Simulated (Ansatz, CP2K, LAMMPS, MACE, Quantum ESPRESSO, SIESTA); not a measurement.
**Amorphous 79HfO2-21Al2O3 (mol %) (82 atoms): relaxed, then solved by several programs**

Aim: relax amorphous 79HfO2-21Al2O3 (mol %) (82 atoms), then compare forces, pressure and levels from several programs at that geometry.

These are calculated values.

### Step 1. Set-up

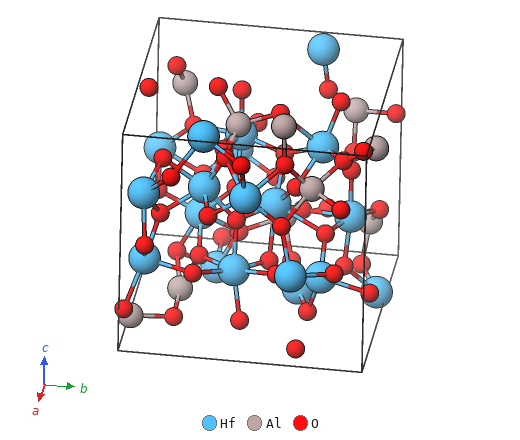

The cell (hafnium blue, aluminium light grey, oxygen red). Bonds to atoms that aren't drawn are left out.

The cell holds 82 atoms (19 Hf, 10 Al and 53 O), with edges of 10.19, 10.19 and 10.19 Å. Recipe: 82 atoms (19 Zr, 10 Al, 53 O) placed at random at 4.47 g/cm³, melted at 5000 K for 10 ps at fixed volume with the Morse and Coulomb pair potential with partial charges (Pedone, Malavasi, Menziani, Cormack and Segre, J. Phys. Chem. B 110, 11780 (2006)). Quenched from 5000 K to 300 K at 50 K/ps and fixed volume, held 5 ps, then minimised at fixed cell. Then Zr was replaced by Hf (the potential has no terms for the new elements, so the cell is a start for a DFT relaxation). Then the atoms were relaxed with MACE MP-0b3 medium in the fixed cell. Then the atoms were relaxed with CP2K double zeta, PBE.

### Step 2. The relaxation

CP2K double zeta (DZVP-MOLOPT-SR, GTH-PBE potentials, 480 Ry; k-points Γ) took 14 geometry steps and reached its thresholds. It started from the geometry that MACE MP-0b3 medium had relaxed.

Run time: 12 min. Hardware: 4 MPI ranks of Arm Neoverse V2, shared host; peak memory 3 GiB; 50 min of CPU time.

|  | before | after |
| --- | --- | --- |
| energy (meV/atom) | 0 | -4.4 |
| Hf-O bonds under 2.82 Å | 117 at 2.160 Å | 116 at 2.150 Å |
| Al-O bonds under 2.33 Å | 43 at 1.835 Å | 43 at 1.844 Å |

Atoms moved by 0.04 Å r.m.s. and 0.09 Å at most, with the common shift taken off.

### Step 3. Structure of the relaxed cell

Density 7.07 g/cm³, 12.91 Å³ an atom.

g(r), total and by pair (bins of 0.2 Å):

| r (Å) | total | O-O | O-Hf | O-Al | Hf-Hf | Hf-Al | Al-Al |
| --- | --- | --- | --- | --- | --- | --- | --- |
| 1.70 | 0.72 | 0.00 | 0.00 | 4.60 | 0.00 | 0.00 | 0.00 |
| 1.90 | 1.15 | 0.00 | 1.20 | 5.03 | 0.00 | 0.00 | 0.00 |
| 2.10 | 2.28 | 0.00 | 7.30 | 0.53 | 0.00 | 0.00 | 0.00 |
| 2.30 | 0.46 | 0.00 | 1.55 | 0.00 | 0.00 | 0.00 | 0.00 |
| 2.50 | 0.51 | 0.89 | 0.40 | 0.14 | 0.00 | 0.00 | 0.00 |
| 2.70 | 0.94 | 2.09 | 0.17 | 0.12 | 0.00 | 0.00 | 0.00 |
| 2.90 | 1.25 | 2.54 | 0.21 | 0.38 | 0.00 | 0.77 | 1.02 |
| 3.10 | 1.21 | 2.20 | 0.08 | 0.51 | 0.49 | 1.89 | 3.45 |
| 3.30 | 1.14 | 1.35 | 0.35 | 0.80 | 2.35 | 3.27 | 2.33 |
| 3.50 | 0.88 | 0.69 | 0.51 | 1.16 | 1.73 | 2.71 | 0.70 |
| 3.70 | 0.90 | 0.64 | 0.91 | 1.10 | 1.85 | 1.16 | 1.26 |
| 3.90 | 0.92 | 0.43 | 1.21 | 0.99 | 3.10 | 0.88 | 0.00 |
| 4.10 | 1.00 | 0.73 | 1.23 | 1.47 | 0.97 | 0.40 | 1.46 |
| 4.30 | 0.98 | 0.62 | 1.23 | 1.76 | 0.64 | 0.59 | 0.44 |
| 4.50 | 0.96 | 0.61 | 1.42 | 1.17 | 0.81 | 0.55 | 1.65 |
| 4.70 | 1.10 | 0.92 | 1.48 | 1.33 | 0.10 | 1.11 | 0.00 |
| 4.90 | 0.99 | 1.06 | 1.11 | 0.73 | 0.48 | 1.10 | 1.05 |

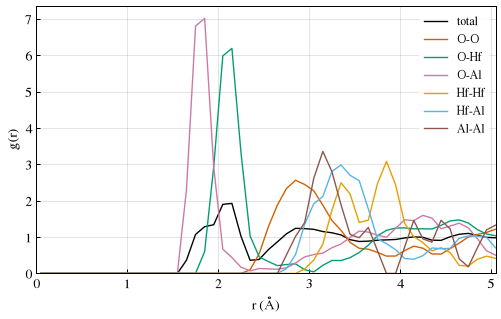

Pair distribution functions, lightly smoothed.

Bonds by pair of elements; cutoffs follow the first minimum of g(r), held within bounds set by covalent radii, and pairs that aren't listed don't count as bonded:

| pair A-B | cutoff (Å) | bonds | mean length (Å) | spread (Å) | shortest (Å) | B about A | A about B |
| --- | --- | --- | --- | --- | --- | --- | --- |
| O-Hf | 2.82 | 116 | 2.15 | 0.152 | 1.91 | 2.19 | 6.11 |
| O-Al | 2.33 | 43 | 1.84 | 0.096 | 1.71 | 0.811 | 4.3 |

How many atoms have how many bonded neighbours:

| element | mean | 2 | 3 | 4 | 5 | 6 | 7 | 8 |
| --- | --- | --- | --- | --- | --- | --- | --- | --- |
| Al | 4.3 | 0 | 0 | 7 | 3 | 0 | 0 | 0 |
| Hf | 6.11 | 0 | 0 | 0 | 1 | 16 | 1 | 1 |
| O | 3 | 5 | 43 | 5 | 0 | 0 | 0 | 0 |

Bond angles (no mean is given where the spread exceeds 20°):

| angle | count | mean (°) | spread (°) |
| --- | --- | --- | --- |
| O-Hf-O | 299 | - | - |
| Hf-O-Hf | 86 | 118 | 18.4 |
| O-Al-O | 72 | 108 | 19.2 |
| Al-O-Hf | 68 | 114 | 16.8 |
| Al-O-Al | 10 | 127 | 15.6 |

Oxygen atoms by the number of network formers (Si, P, Ge, B, Al, As, Ga) bound to them:

| network formers bound to O | O atoms | per cent |
| --- | --- | --- |
| 0 | 20 | 37.7 |
| 1 | 23 | 43.4 |
| 2 | 10 | 18.9 |

Network units: each former by its oxygen neighbours and how many of them bridge to another former:

| former | O neighbours | bridging O | atoms |
| --- | --- | --- | --- |
| Al | 4 | 1 | 3 |
| Al | 4 | 2 | 2 |
| Al | 4 | 3 | 2 |
| Al | 5 | 1 | 1 |
| Al | 5 | 3 | 2 |

Bond length by coordination (bonds to H left out):

| element | coordination | atoms | mean bond length (Å) |
| --- | --- | --- | --- |
| Al | 4 | 7 | 1.80 |
| Al | 5 | 3 | 1.92 |
| Hf | 5 | 1 | 2.05 |
| Hf | 6 | 16 | 2.14 |
| Hf | 7 | 1 | 2.21 |
| Hf | 8 | 1 | 2.28 |
| O | 2 | 5 | 1.87 |
| O | 3 | 43 | 2.07 |
| O | 4 | 5 | 2.18 |

First main peaks of g(r), for some of the pairs, lie near 2.9 Å (O-O), 2.1 Å (O-Hf), 1.8 Å (O-Al), 3.3 Å (Hf-Al) and 3.2 Å (Al-Al). With the cutoffs above, 70 % of Al atoms have 4, 84 % of Hf atoms have 6 and 81 % of O atoms have 3 bonded neighbours. Counting bonds to Al alone, not to Hf, 19 % of the oxygens join two of these atoms and 43 % one; 38 % join none. The commonest Al unit has 4 oxygens, 1 of them shared with other formers (3 of 10 atoms).

### Step 4. The plane-wave reference

Quantum ESPRESSO 7.5: Kohn-Sham DFT, PBE, SSSP efficiency 1.3.0 pseudopotentials, plane waves. Its input for the relaxed cell:

```
&control
  calculation = 'scf'
  pseudo_dir = './pseudo'
  outdir = './tmp'
  disk_io = 'none'
  tprnfor = .true.
  tstress = .true.
/
&system
  ibrav = 0
  nat = 82
  ntyp = 3
  ecutwfc = 60
  ecutrho = 480
  nosym = .true.
  occupations = 'smearing'
  smearing = 'fd'
  degauss = 0.003675
/
&electrons
  conv_thr = 4.1e-07
  electron_maxstep = 100
  mixing_beta = 0.4
  mixing_mode = 'plain'
  diagonalization = 'david'
/
ATOMIC_SPECIES
Hf 178.490 Hf.upf
Al 26.982 Al.upf
O 15.999 O.upf
CELL_PARAMETERS angstrom
10.19240 0.00000 0.00000
0.00000 10.19240 0.00000
0.00000 0.00000 10.19240
ATOMIC_POSITIONS crystal
Hf 0.30126 0.38933 0.66269
Hf 0.97982 0.69604 0.40331
Hf 0.38526 0.85467 0.37441
[... 77 atom lines left out ...]
O 0.39370 0.38421 0.46662
O 0.51153 0.34853 0.70332
K_POINTS gamma
```

It took 2.5 min on 4 MPI ranks of Arm Neoverse V2, shared host; peak memory 3.5 GiB; 9.9 min of CPU time.

### Step 5. All levels at this geometry

CPU times are from a shared host and are rough.

| level | basis or training data | k-points | own r.m.s. force (meV/Å) | difference from the reference (meV/Å) | pressure (GPa) | Kohn-Sham gap (eV) | CPU time | memory (GiB) |
| --- | --- | --- | --- | --- | --- | --- | --- | --- |
| QE, PBE | plane waves, SSSP efficiency, 60/480 Ry | Γ | 148 | - | -3.36 | 3.96 | 9.9 min | 3.5 |
| CP2K triple zeta, PBE | TZV2P-UZH, GTH-PBE potentials, 600 Ry | Γ | 108 | 96 | -6.16 | 3.99 | 12 min | 6.9 |
| SIESTA DZP, PBE | DZP orbitals, shift 0.01 Ry, mesh 400 Ry | Γ | 222 | 129 | -1.23 | 3.73 | 5.4 min | 2.2 |
| MACE MP-0b3 medium | trained on PBE(+U) plane-wave data | - | 204 | 103 | -3.95 | - | 6.9 s | 1.1 |

The gap is the spacing of the highest filled and lowest empty Kohn-Sham level on the mesh; a dash marks partly filled levels, a spacing under 0.15 eV or a method without such levels.

### Step 6. Outcome

Relaxation in the fixed cell lowers the energy by 4 meV/atom at its own level and moves atoms by up to 0.09 Å. By the cutoffs of the final cell 0 bonds formed and 1 was lost, leaving 159. The reference finds an r.m.s. force of 148 meV/Å there and a pressure of -3.36 GPa, at a geometry that CP2K double zeta made.

Forces differ from the reference's by 96 meV/Å (CP2K triple zeta, PBE), 103 meV/Å (MACE MP-0b3 medium) and 129 meV/Å (SIESTA DZP, PBE). CP2K double zeta is at its own minimum here, so the reference's force is itself a measure of how the two differ. Pressures lie -0.6 GPa (MACE MP-0b3 medium), -2.8 GPa (CP2K triple zeta, PBE) and +2.1 GPa (SIESTA DZP, PBE) from the reference's. The highest filled and lowest empty levels lie 3.96 eV apart in the reference, against 3.99 eV in CP2K triple zeta, PBE and 3.73 eV in SIESTA DZP, PBE. With the cutoffs above, 70 % of Al atoms have 4, 84 % of Hf atoms have 6 and 81 % of O atoms have 3 bonded neighbours.

Caveats: The density was set by the recipe and held. One sample of a disordered cell; defect or tail levels can set the gap. Gaps are read on the mesh, which holds the band edges only if they fold onto it, and semilocal functionals tend to put them under measured ones. The quench rate of 50 K/ps is many orders above laboratory rates, so the cell is likely richer in defects and strain than a real sample. The reference samples only Γ, in a cell whose shortest periodic width is 10 Å. Spin–orbit coupling is left out, which matters for the levels of the heavy elements. The plane-wave runs aren't exact: their cutoffs and mesh weren't converged further here. SIESTA's automatically made basis is far from complete, and its potentials were converted by us (checked for H, C, O, Si, Ge and Ca alone). Where levels are smeared, the DFT runs use Fermi–Dirac occupations at 580 K (0.05 eV), and energies are free energies.

[Logs are printed without paths, hosts, clocks, repeated set-up lines and the standing remarks that a program may print on its own settings, such as how far it seeks lower states.]

[Hosts, paths, dates, database ids (printed as entryN), source tags and the programs' standing remarks are cut or masked in the printed files.]
